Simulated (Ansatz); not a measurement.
**A hypothetical structure for MgCu2Se2**

This structure for MgCu2Se2 is made up. Its elements were placed in a known structure type with a cell scaled to their sizes. What cell does the guess relax to, and how far off was it?

Calculated with Ansatz 0.2.0; DFT, PBE, plane-wave PAW, files of the set soft_1, scalar-relativistic, ferromagnetic start, cell and ions relaxed at zero pressure; PAW set soft_1.

## 1. Set-up

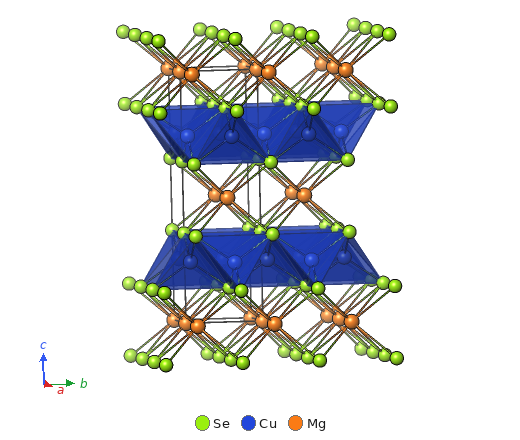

Start, viewed slightly off an axis; selenium green, copper blue, magnesium orange. 2×2×1 cells are drawn. This picture shows the conventional cell, with its axes. Some periodic images of atoms are drawn too.

## 2. Relaxation of the guess

The guess takes its coordinates from another compound and its volume from a rule, so the cell and any free coordinates are relaxed together.

input.yaml

```yaml
crystal:
  lattice:
    - [-1.859, 1.859, 6.022]
    - [1.859, -1.859, 6.022]
    - [1.859, 1.859, -6.022]
  atoms:
    - { symbol: Se, position: [0.3567, 0.3567, 0.0] }
    - { symbol: Se, position: [0.6433, 0.6433, 0.0] }
    - { symbol: Cu, position: [0.25, 0.75, 0.5], spin: 0.6 }
    - { symbol: Cu, position: [0.75, 0.25, 0.5], spin: 0.6 }
    - { symbol: Mg, position: [0.0, 0.0, 0.0] }
magnetization:
  spin_polarized: true
kpoints:
  mp_grid: { grid: [10, 10, 10] }
scf:
  occupations: { method: fermi_dirac, width: 0.05 }
hamiltonian:
  xc: pbe
  pseudopotentials: { kind: paw, azcp: { folder: soft_1 } }
relax:
  f_tol: 0.015
  max_steps: 70
  cell: {}
output:
  forces: true
  stress: true
```

The run is started by

```sh
$ ansatz run input.yaml --threads 4 --pin off --max-ram 10240MiB --backend cpu --events-out ev --progress --plain --runs-dir out
```

Numbers of over 12 decimals in the logs are rounded to 6 here.

What it wrote:

```text
basis.fft_grid_basis auto: the FFT boxes are laid along the combinations [[1, 0, 1], [0, 1, 1], [0, 0, 1]] of the cell's own vectors, 3.718, 3.718 and 6.571 Å long. The dense box has 25×25×45 points. Along the cell's own vectors, as sized, it would have 45×45×45, 3.24 times as many. Of the 16 symmetry operations that the crystal satisfies within crystal.symmetry.tolerance (time reversal apart; of a slab, those that k [...]
Engine: ansatz 0.2.0, aarch64-unknown-linux-gnu
Pseudopotentials: kind: paw
Pseudopotential: Se, paw, valence charge 16, recommended cutoff 420 eV (normal), soft_1/Se.paw.azcp
Pseudopotential: Cu, paw, valence charge 19, recommended cutoff 420 eV (normal), soft_1/Cu.paw.azcp
Pseudopotential: Mg, paw, valence charge 10, recommended cutoff 420 eV (normal), soft_1/Mg.paw.azcp
Functional definition: PBE
  parameter kappa = 0.804
  parameter beta = 0.066725
  exchange = pbe_x(kappa = kappa, mu = beta*pi^2/3)
  correlation = pbe_c(beta = beta)
Crystal: 5 atoms, lattice volume = 83.245 Å³
Basis set: ecut = 420 eV, 1609 PW (Γ), FFT grids on a1+a3, a2+a3, a3, exchange–correlation on 50×50×90 points (8 copies of the dense FFT grid, shifted against one another)
Bands: 49, of which v1, the nominal top of the filled ones, is band 40 counted from 1 (39 counted from 0)
Symmetry: 16 space group operations
Space group: I4/mmm (ITA 139), of the structure as read, at distance tolerance 4.4e-5 Å
Magnetic group: BNS 139.531 (UNI 1191), of the structure as read, at distance tolerance 4.4e-5 Å
k-points: 102 of 1000
Non-local potential: Se, projectors of the file, l = 0: 2, l = 1: 2, l = 2: 3, l = 3: 1
Non-local potential: Cu, projectors of the file, l = 0: 3, l = 1: 2, l = 2: 3, l = 3: 1
Non-local potential: Mg, projectors of the file, l = 0: 3, l = 1: 2, l = 2: 1
PAW form: soft (Blöchl's): semilocal exchange-correlation on the pseudo side does not see the compensation charge
PAW one-centre angular grid: Se, 590 points (default); XC on 64 Gauss nodes
PAW one-centre angular grid: Cu, 590 points (default); XC on 64 Gauss nodes
PAW one-centre angular grid: Mg, 110 points (default); XC on 64 Gauss nodes
Initial density: superposition of atomic densities (chi_scale 0.1, normalization cell, long waves kept (reshape's long-wave potential 0.05 eV rms))
Starting moments: Σ|m| = 1.2 μB on 2 of 5 sites
Initial wavefunctions: pseudopotential atomic-orbital guess
Functional: x = pbe(κ = 0.804, μ = 0.219515), c = pbe(β = 0.066725)
SCF iter   1: F=—  HF=-26112.351252 eV  |F-HF|=—  |Δ(HF+E_count)|=         —  Δρ=6.64e-2 (↑6.64e-2 ↓2.45e-2)  dr2=2.83e0  dr2_m=1.09e0  M=0.232 μB ∫|m|=0.303 μB  β_m=0.30  ethr=3.10e-3  ⟨swp⟩=6.1  Hψ=35015  notcnv=0  defer=10
preconditioner: auto → Kerker (q_TF=auto, 2.710 Å⁻¹)  [metal: Δε(μ)=0.005 eV  Ē_g=9.797 eV  σ=0.050 eV  W_gap=0.02  n_scr=32 (ndim 8)  ℏωp=24.4 eV  f_vac=0.000  D(μ)=2.28/eV (n_scr^D=12)]
spin=Collinear: Kerker preconditioning applied to the charge; magnetization (m = ρ↑ − ρ↓) channel mixes plain (no charge-response kernel on spin).
SCF iter   2: F=—  HF=-26112.156825 eV  |F-HF|=—  |Δ(HF+E_count)|=   1.94e-1  Δρ=3.55e-2 (↑3.55e-2 ↓3.34e-2)  dr2=5.36e-1  dr2_m=7.24e-1  M=0.122 μB ∫|m|=0.190 μB  β_m=0.30  ethr=3.10e-3  ⟨swp⟩=2.0  Hψ=14903  notcnv=0  defer=524
SCF iter   3: F=—  HF=-26112.091025 eV  |F-HF|=—  |Δ(HF+E_count)|=   6.58e-2  Δρ=3.12e-2 (↑3.12e-2 ↓1.91e-2)  dr2=3.80e-1  dr2_m=3.97e-1  M=0.099 μB ∫|m|=0.158 μB  β_m=0.30  ethr=6.70e-4  ⟨swp⟩=2.3  Hψ=12925  notcnv=0  defer=527
SCF iter   4: F=—  HF=-26112.027096 eV  |F-HF|=—  |Δ(HF+E_count)|=   6.39e-2  Δρ=1.82e-2 (↑1.73e-2 ↓1.82e-2)  dr2=2.53e-2  dr2_m=2.35e-1  M=0.060 μB ∫|m|=0.117 μB  β_m=0.30  ethr=4.75e-4  ⟨swp⟩=2.6  Hψ=16188  notcnv=0  defer=536
SCF iter   5: F=—  HF=-26112.054913 eV  |F-HF|=—  |Δ(HF+E_count)|=   2.78e-2  Δρ=1.68e-2 (↑9.84e-3 ↓1.68e-2)  dr2=4.20e-2  dr2_m=1.34e-1  M=0.043 μB ∫|m|=0.090 μB  β_m=0.30  ethr=3.16e-5  ⟨swp⟩=2.0  Hψ=19743  notcnv=0  defer=545
SCF iter   6: F=—  HF=-26112.065398 eV  |F-HF|=—  |Δ(HF+E_count)|=   1.05e-2  Δρ=1.25e-2 (↑7.48e-3 ↓1.25e-2)  dr2=2.47e-2  dr2_m=7.52e-2  M=0.033 μB ∫|m|=0.072 μB  β_m=0.30  ethr=3.16e-5  ⟨swp⟩=2.0  Hψ=13307  notcnv=0  defer=545
SCF iter   7: F=—  HF=-26112.062473 eV  |F-HF|=—  |Δ(HF+E_count)|=   2.92e-3  Δρ=7.85e-3 (↑7.04e-3 ↓7.85e-3)  dr2=3.31e-3  dr2_m=4.21e-2  M=0.026 μB ∫|m|=0.058 μB  β_m=0.30  ethr=3.09e-5  ⟨swp⟩=1.7  Hψ=10874  notcnv=0  defer=545
SCF iter   8: F=—  HF=-26112.063690 eV  |F-HF|=—  |Δ(HF+E_count)|=   1.22e-3  Δρ=6.76e-3 (↑6.76e-3 ↓4.40e-3)  dr2=2.17e-3  dr2_m=2.36e-2  M=0.020 μB ∫|m|=0.047 μB  β_m=0.30  ethr=4.14e-6  ⟨swp⟩=2.0  Hψ=17827  notcnv=0  defer=545
Mixer restart at iter 8: flushing history
spin-set hold released at iteration 8 (site moments contracting): the magnetisation degrees of freedom join the quasi-Newton model from the next iteration; the mixer history was flushed
SCF iter   9: F=—  HF=-26112.065663 eV  |F-HF|=—  |Δ(HF+E_count)|=   1.97e-3  Δρ=5.06e-3 (↑5.06e-3 ↓3.36e-3)  dr2=1.19e-3  dr2_m=1.35e-2  M=0.015 μB ∫|m|=0.038 μB  β_m=0.65  ethr=2.72e-6  ⟨swp⟩=1.5  Hψ=10383  notcnv=0  defer=545
SCF iter  10: F=—  HF=-26112.068101 eV  |F-HF|=—  |Δ(HF+E_count)|=   2.44e-3  Δρ=9.19e-4 (↑9.19e-4 ↓9.09e-4)  dr2=2.05e-3  dr2_m=3.71e-6  M=-0.000 μB ∫|m|=0.005 μB  β_m=0.53  ethr=1.48e-6  ⟨swp⟩=2.0  Hψ=15158  notcnv=0  defer=545
SCF iter  11: F=—  HF=-26112.067704 eV  |F-HF|=—  |Δ(HF+E_count)|=   3.97e-4  Δρ=2.30e-4 (↑2.30e-4 ↓1.86e-4)  dr2=3.32e-5  dr2_m=4.66e-6  M=-0.000 μB ∫|m|=0.004 μB  β_m=0.54  ethr=1.48e-6  ⟨swp⟩=2.0  Hψ=17604  notcnv=0  defer=544
SCF iter  12: F=—  HF=-26112.067745 eV  |F-HF|=—  |Δ(HF+E_count)|=   4.11e-5  Δρ=1.31e-4 (↑8.02e-5 ↓1.31e-4)  dr2=8.49e-6  dr2_m=1.58e-6  M=-0.000 μB ∫|m|=0.003 μB  β_m=0.77  ethr=4.15e-8  ⟨swp⟩=2.0  Hψ=17794  notcnv=0  defer=542
SCF iter  13: F=—  HF=-26112.067780 eV  |F-HF|=—  |Δ(HF+E_count)|=   3.51e-5  Δρ=1.24e-4 (↑5.63e-5 ↓1.24e-4)  dr2=1.58e-5  dr2_m=1.07e-6  M=-0.000 μB ∫|m|=0.002 μB  β_m=0.89  ethr=1.06e-8  ⟨swp⟩=2.2  Hψ=16657  notcnv=0  defer=542
SCF iter  14: F=—  HF=-26112.067782 eV  |F-HF|=—  |Δ(HF+E_count)|=   1.33e-6  Δρ=1.49e-5 (↑9.89e-6 ↓1.49e-5)  dr2=4.75e-7  dr2_m=4.48e-8  M=-0.000 μB ∫|m|=0.001 μB  β_m=0.73  ethr=1.06e-8  ⟨swp⟩=2.0  Hψ=15614  notcnv=0  defer=542
SCF iter  15: F=—  HF=-26112.067781 eV  |F-HF|=—  |Δ(HF+E_count)|=   7.27e-7  Δρ=5.08e-6 (↑4.26e-6 ↓5.08e-6)  dr2=1.03e-7  dr2_m=9.16e-9  M=-0.000 μB ∫|m|=0.000 μB  β_m=0.86  ethr=5.94e-10  ⟨swp⟩=2.0  Hψ=15778  notcnv=0  defer=542
[...]
relax step   4: F+E_penalty+E_count = -26113.85089520 eV  Δ(F+E_penalty+E_count) = -9.301e-2 eV  max|allowed force component| = 9.096e-3 eV/Å  Δτ_max = 0.0596 Å  P = -0.559 GPa  Ω = 91.194 Å³  energy of the carried Pulay correction = -3.514e-3 eV  (9 SCF iters, dr2 threshold 5.00e-7 eV, accepted)
[...]
relax step   5: F+E_penalty+E_count = -26113.85291466 eV  Δ(F+E_penalty+E_count) = -2.019e-3 eV  max|allowed force component| = 7.230e-2 eV/Å  Δτ_max = 0.0137 Å  P = -0.119 GPa  Ω = 90.300 Å³  energy of the carried Pulay correction = -3.135e-3 eV  (6 SCF iters, dr2 threshold 5.00e-7 eV, accepted)
[...]
relax step   6: F+E_penalty+E_count = -26113.85354875 eV  Δ(F+E_penalty+E_count) = -6.341e-4 eV  max|allowed force component| = 2.629e-2 eV/Å  Δτ_max = 0.0081 Å  P = +0.136 GPa  Ω = 90.143 Å³  energy of the carried Pulay correction = -3.068e-3 eV  (8 SCF iters, dr2 threshold 3.27e-7 eV, accepted)
[...]
relax step   7: F+E_penalty+E_count = -26113.85364029 eV  Δ(F+E_penalty+E_count) = -9.153e-5 eV  max|allowed force component| = 9.614e-5 eV/Å  Δτ_max = 0.0015 Å  P = -0.000 GPa  Ω = 90.282 Å³  energy of the carried Pulay correction = -3.127e-3 eV  (8 SCF iters, dr2 threshold 8.83e-8 eV, accepted)
[...]
relax step   8: F+E_penalty+E_count = -26113.85819106 eV  Δ(F+E_penalty+E_count) = -4.551e-3 eV  max|allowed force component| = 1.942e-3 eV/Å  Δτ_max = 0.0000 Å  P = +0.059 GPa  Ω = 90.282 Å³  stress off target by 1.96e-1 GPa  SCF on the basis re-selected at this cell (its energy is not comparable with the rows above)  (11 SCF iters)
[...]
relax step   9: F+E_penalty+E_count = -26113.85826230 eV  Δ(F+E_penalty+E_count) = -7.125e-5 eV  max|allowed force component| = 1.686e-3 eV/Å  Δτ_max = 0.0001 Å  P = +0.004 GPa  Ω = 90.332 Å³  energy of the carried Pulay correction = -2.238e-5 eV  (7 SCF iters, dr2 threshold 9.63e-8 eV, accepted)
iter 1 solved again at ethr=5.89e-8 eV; its pass at ethr=3.10e-3 eV (dr2=4.71e-5 eV) is discarded
SCF iter   1: F=—  HF=-26113.857921 eV  |F-HF|=—  |Δ(HF+E_count)|=         —  Δρ=1.06e-4 (↑1.06e-4 ↓1.06e-4)  dr2=8.72e-7  dr2_m=2.74e-12  M=-0.000 μB ∫|m|=0.000 μB  β_m=0.30  ethr=5.89e-8  ⟨swp⟩=3.8  Hψ=63990  notcnv=0
preconditioner: auto → Kerker (q_TF=auto, 2.674 Å⁻¹)  [metal: Δε(μ)=0.012 eV  Ē_g=9.022 eV  σ=0.050 eV  W_gap=0.06  n_scr=32 (ndim 8)  ℏωp=23.4 eV  f_vac=0.012  D(μ)=0.87/eV (n_scr^D=2)]
spin=Collinear: Kerker preconditioning applied to the charge; magnetization (m = ρ↑ − ρ↓) channel mixes plain (no charge-response kernel on spin).
SCF iter   2: F=—  HF=-26113.858114 eV  |F-HF|=—  |Δ(HF+E_count)|=   1.93e-4  Δρ=7.49e-5 (↑7.49e-5 ↓7.49e-5)  dr2=4.25e-7  dr2_m=1.40e-12  M=-0.000 μB ∫|m|=0.000 μB  β_m=0.65  ethr=1.09e-9  ⟨swp⟩=2.0  Hψ=13358  notcnv=0
SCF iter   3: F=—  HF=-26113.858303 eV  |F-HF|=—  |Δ(HF+E_count)|=   1.89e-4  Δρ=2.45e-6 (↑2.45e-6 ↓2.45e-6)  dr2=4.74e-9  dr2_m=1.05e-14  M=-0.000 μB ∫|m|=0.000 μB  β_m=0.65  ethr=5.31e-10  ⟨swp⟩=2.0  Hψ=14064  notcnv=0
SCF iter   4: F=—  HF=-26113.858293 eV  |F-HF|=—  |Δ(HF+E_count)|=   9.84e-6  Δρ=1.45e-6 (↑1.44e-6 ↓1.45e-6)  dr2=4.07e-9  dr2_m=2.62e-15  M=-0.000 μB ∫|m|=0.000 μB  β_m=0.65  ethr=5.92e-12  ⟨swp⟩=2.0  Hψ=18210  notcnv=0
SCF iter   5: F=—  HF=-26113.858293 eV  |F-HF|=—  |Δ(HF+E_count)|=   3.54e-9  Δρ=4.41e-7 (↑4.41e-7 ↓4.40e-7)  dr2=6.53e-10  dr2_m=1.08e-15  M=-0.000 μB ∫|m|=0.000 μB  β_m=0.64  ethr=5.08e-12  ⟨swp⟩=2.0  Hψ=17489  notcnv=0
SCF iter   6: F=—  HF=-26113.858293 eV  |F-HF|=—  |Δ(HF+E_count)|=  2.73e-10  Δρ=1.23e-7 (↑1.23e-7 ↓1.23e-7)  dr2=1.28e-10  dr2_m=1.50e-16  M=-0.000 μB ∫|m|=0.000 μB  β_m=0.74  ethr=1.00e-12  ⟨swp⟩=2.1  Hψ=13174  notcnv=0
SCF iter   7: F=-26113.858293 eV  HF=-26113.858293 eV  |F-HF|=2.18e-11  |Δ(HF+E_count)|=  7.28e-12  Δρ=4.95e-8 (↑4.95e-8 ↓4.95e-8)  dr2=2.36e-11  dr2_m=4.89e-18  M=-0.000 μB ∫|m|=0.000 μB  ethr=1.00e-12  ⟨swp⟩=3.3  Hψ=27456  notcnv=0
the starting moments were not kept: the SCF closed with an absolute magnetisation of 2.3e-9 μB, where they sum to 1.2 μB in size (2 sites). That is at most 0.1 of that sum. Measured as dr2_m measures the in/out step, that magnetisation stands 3.7e-19 eV from none, at or under the dr2_threshold of 5.0e-11 eV: it is no larger than a step whose dr2_m would equal this threshold.
SCF 10 converged in 7 iterations: F = -26113.858293 eV  dr2 = 2.36e-11
relax step  10: F+E_penalty+E_count = -26113.85829292 eV  Δ(F+E_penalty+E_count) = -3.061e-5 eV  max|allowed force component| = 1.676e-3 eV/Å  Δτ_max = 0.0000 Å  P = +0.004 GPa  Ω = 90.332 Å³  stress off target by 5.75e-3 GPa  SCF on the basis re-selected at this cell (its energy is not comparable with the rows above)  (7 SCF iters)
basis re-selected at this cell: Δ(F+E_penalty+E_count) = -3.061e-5 eV, ΔP = -0.000 GPa vs the last step (what re-selecting the basis moved, of the pressure what is left beyond the Pulay correction that the steps carried, after the strain that the cell walked since its last selection, with what the two solves' SCF thresholds leave and, on support functions, any second-order correction that the steps lacked; it is no m [...]
SCF converged after 7 iterations
Magnetization: -0.0000 μB (40.0000 up, 40.0000 down)
Absolute magnetization: 0.0000 μB (∫|ρ↑−ρ↓|, with the PAW one-centre terms)
Spin contamination: 0.0000 ħ² per cell (⟨S²⟩ above its minimum at these occupations)
Per-site moments (μB) at R_I (Å): [(1.587787847739889e-10, 1.047069), (1.587784968728588e-10, 1.047069), (4.501241741018789e-11, 1.047069), (4.5012487706390474e-11, 1.047069), (-1.2955823302611794e-10, 1.257621)]
Free energy (F): -26113.858293 eV
Harris-Foulkes:  -26113.858293 eV  (|F-HF|=2.18e-11)
Internal energy: -26113.851496 eV  (E = F + TS)
E sigma→0 (E₀):  -26113.854895 eV
Entropy (-TS):   -0.006797 eV (-1.359 meV/atom)
Fermi energy:    10.734874 eV
--- Per-component energies (eV) ---
  E_band       = -1961.451945
  E_kinetic    = 813.358507
  E_local      = -19156.480185  (includes V_loc(G=0)·N_el)
  E_nonlocal   = 1281.796719
  E_hartree    = 8706.899713
  E_xc         = -333.342220
  E_vxc        = -391.473607  (∫ρ·V_xc dr)
  E_paw        = -8202.128955  (= ΣΔE_a)
  E_vpaw       = -1922.453948  (= ΣTr[D̂ρ^β])
  E_aug_tail   = 0.001018  (compensation charges beyond the density's cutoff)
  E_ewald      = -9223.956094
  E_smearing   = -0.006797  (= −TS)
  E_closure    = 0.000000  (closes the sum)
  Σ components = -26113.858293   (vs F -26113.858293, Δ=0.00e0)
--- Forces (eV/Å), atoms counted from 1 ---
  atom   1  Se     0.00000000    -0.00000000    -0.00167569
  atom   2  Se     0.00000000    -0.00000000     0.00167569
  atom   3  Cu     0.00000000     0.00000000     0.00000000
  atom   4  Cu    -0.00000000     0.00000000     0.00000000
  atom   5  Mg     0.00000000     0.00000000    -0.00000000
  max |Σ_I F_I| component: 2.26e-17 eV/Å
--- Stress (GPa, compression-positive) ---
        0.002758       0.000000       0.000000
        0.000000       0.002758       0.000000
        0.000000       0.000000       0.005752
  P = ⅓ Tr σ = 0.0038 GPa (0.038 kbar)
--- Relaxed structure (8 steps of the walk, 8 accepted, 2 SCFs on fresh bases) ---
  F+E_penalty+E_count = -26113.85829292 eV   max|allowed force component| = 1.676e-3 eV/Å   (the final SCF, on the basis selected at the relaxed cell)
  cell:  # Å, volume = 90.3322 Å³
    - [-1.832935, 1.832935, 6.721844]
    - [1.832935, -1.832935, 6.721844]
    - [1.832935, 1.832935, -6.721844]
  atoms:
    - { symbol: Se, position: [0.380620, 0.380620, 0] }
    - { symbol: Se, position: [0.619380, 0.619380, 0] }
    - { symbol: Cu, position: [0.250000, 0.75, 0.5] }
    - { symbol: Cu, position: [0.75, 0.250000, 0.5] }
    - { symbol: Mg, position: [7.166725793507324e-19, 7.166725793507321e-19, 0] }
```

Elapsed: 2.2 min, on 4 threads of Arm Neoverse V1, shared host; peak memory 0.9 GiB.

Step by step:

```csv
step,energy less that of the first step (eV),largest force component (eV/Å),pressure (GPa),volume (Å³)
1,0.0000,4.6491,22.03,83.25
2,-1.2891,1.7797,8.14,87.45
3,-1.6901,0.5593,1.58,90.85
4,-1.7831,0.0091,-0.56,91.19
5,-1.7851,0.0723,-0.12,90.30
6,-1.7858,0.0263,0.14,90.14
7,-1.7859,0.0001,0.00,90.28
8*,-1.7904,0.0019,0.06,90.28
9,-1.7905,0.0017,0.00,90.33
10*,-1.7905,0.0017,0.00,90.33
```

Relaxation steps marked * repeat the geometry before them on a plane-wave basis chosen anew for their cell, so energy and pressure can jump there.

The run keeps the 16 symmetry operations that it works with, so distortions that break them were not tested.

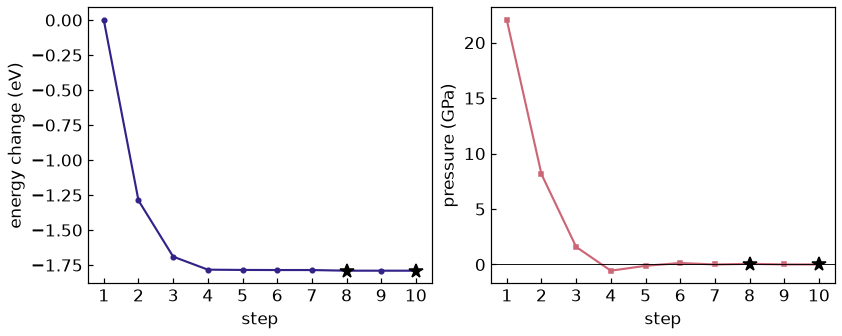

Energy and pressure along the relaxation. Stars mark steps on a basis chosen anew.

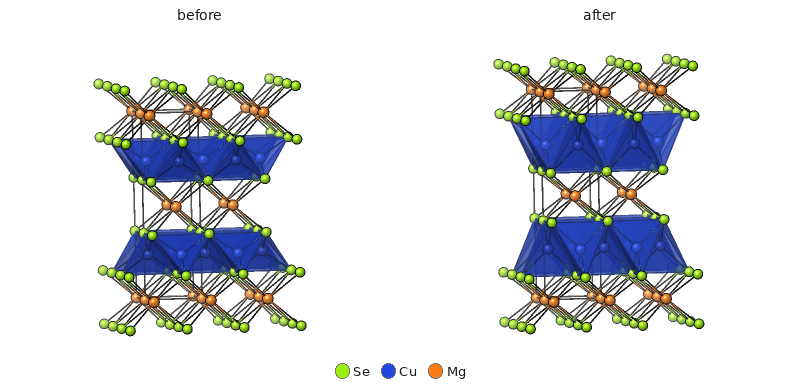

Before and after, at one scale.

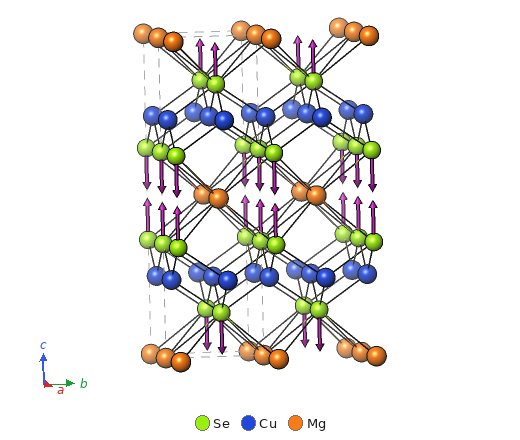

Displacements in the relaxation, exaggerated, measured against the changing cell; the longest in the cell stands for 0.32 Å. 2×2×1 conventional cells are drawn. Some periodic images of atoms are drawn too.

```csv
"conventional cell, symmetrised",before,after,change
a (Å),3.718,3.666,-1.4 %
b (Å),3.718,3.666,-1.4 %
c (Å),12.044,13.444,+11.6 %
volume (Å³/atom),16.65,18.07,+8.5 %
```

The atoms that moved most (Å, as changes of fractional coordinates times the final cell):

```csv
atom,dx,dy,dz,length
Se2,0.000,0.000,-0.322,0.322
Se1,0.000,0.000,0.322,0.322
```

The relaxed structure:

```cif
data_structure
_symmetry_space_group_name_H-M 'P 1'
_symmetry_Int_Tables_number 1
_cell_length_a 7.2043
_cell_length_b 7.2043
_cell_length_c 7.2043
_cell_angle_alpha 150.521
_cell_angle_beta 150.521
_cell_angle_gamma 42.177
_cell_volume 90.33
loop_
_atom_site_label
_atom_site_type_symbol
_atom_site_fract_x
_atom_site_fract_y
_atom_site_fract_z
_atom_site_occupancy
Se1 Se 0.38062 0.38062 0.00000 1
Se2 Se 0.61938 0.61938 0.00000 1
Cu3 Cu 0.25000 0.75000 0.50000 1
Cu4 Cu 0.75000 0.25000 0.50000 1
Mg5 Mg 0.00000 0.00000 0.00000 1
```

This step gave:

```
free energy             : -26113.8583 eV
energy at zero smearing : -26113.8549 eV
smearing term TS        : 0.006797 eV
Fermi energy            : 10.73 eV
electrons               : 80
symmetry operations     : 16
pressure                : 0.003756 GPa
```

Shortest distances by pair of elements, guess and relaxed (not always the same contact):

```csv
pair,guess (Å),relaxed (Å)
Cu–Se,2.260,2.538
Cu–Cu,2.629,2.592
Mg–Se,3.145,3.049
Se–Se,3.452,3.210
Mg–Mg,3.718,3.666
```

The relaxation ends with a largest force component of 0.0017 eV/Å and a pressure of 0.00 GPa. The starting moments have collapsed: the run ends non-magnetic.

## 3. Results

```yaml
space_group_relaxed: I4/mmm
conventional_cell: a = 3.666, b = 3.666, c = 13.444 Å; α = 90.0°, β = 90.0°, γ = 90.0°
volume_per_atom: 18.07 Å³ (guess 16.65)
total_moment: 0.00 μB in the cell of 5 atoms
```

**Reading.** MgCu2Se2 relaxes to I4/mmm with a = 3.666, b = 3.666 and c = 13.444 Å. The guessed volume was 8 % too small. The space group I4/mmm was held in the relaxation, so the end point is a stationary structure within it and may be a saddle against distortions or other arrangements. The moments died out from this one start and weren't seeded again at the relaxed cell. Mesh and cutoff weren't tested. A vector of the cell changed its length by 10 %, more than the volume shows. No dispersion term is used, so weakly bound directions may come out too long. Nothing here tests whether the compound is stable against decomposition.

[Logs are printed without paths, hosts, clocks, repeated set-up lines and the standing remarks that a program may print on its own settings, such as how far it seeks lower states.]

[Hosts, paths, dates, database ids (printed as entryN), source tags and the programs' standing remarks are cut or masked in the printed files.]
